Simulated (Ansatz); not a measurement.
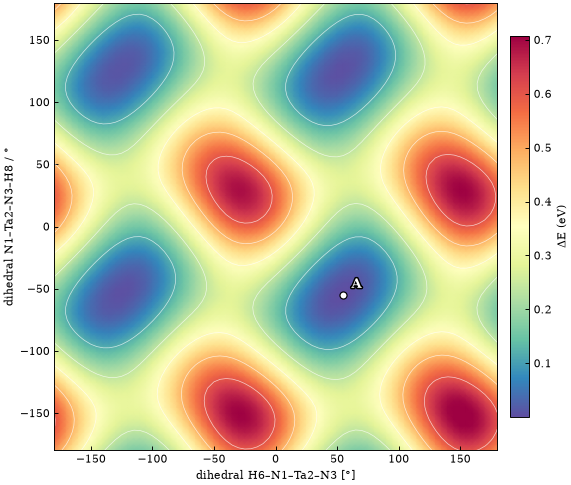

ClH₄N₂STa, SMILES [NH2][Ta]([NH2])(=[S])[Cl]. Coordinates scanned: (1) dihedral H6–N1–Ta2–N3; (2) dihedral N1–Ta2–N3–H8. Nothing is relaxed (all other coordinates rigid). Grid: 10 × 10 points. Energies: eV, counted from the relaxed molecule at the same level. Method: RKS PBE-D4/def2-SVP (Ansatz 0.2.0).

The picture shows a smooth colour map with a few white contour lines, the point A. Between grid points the surface is interpolated.

**What is the easiest way out of the well at A, and how high is the barrier?**

The easiest path leads from the well at about dihedral H6–N1–Ta2–N3 = 55°, dihedral N1–Ta2–N3–H8 = −55° to the well at about dihedral H6–N1–Ta2–N3 = −125°, dihedral N1–Ta2–N3–H8 = −55°, about 0.004 eV higher (on a rigid scan; wells that are mirror images or exchange like atoms can differ by this much). Its highest point lies about 0.29 eV above the bottom of the first well on the interpolated surface, at about dihedral H6–N1–Ta2–N3 = 145°, dihedral N1–Ta2–N3–H8 = −60°. The start is the relaxed structure and all else is held, so a fully relaxed path at this level can only be lower.

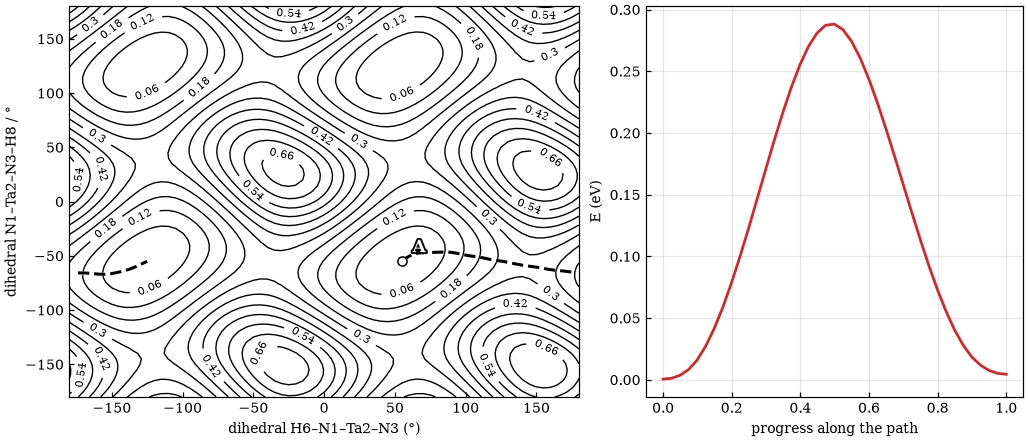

The picture shows contour lines labelled in eV, a line along the lowest path, the energy along the path at the right. Between grid points the surface is interpolated.
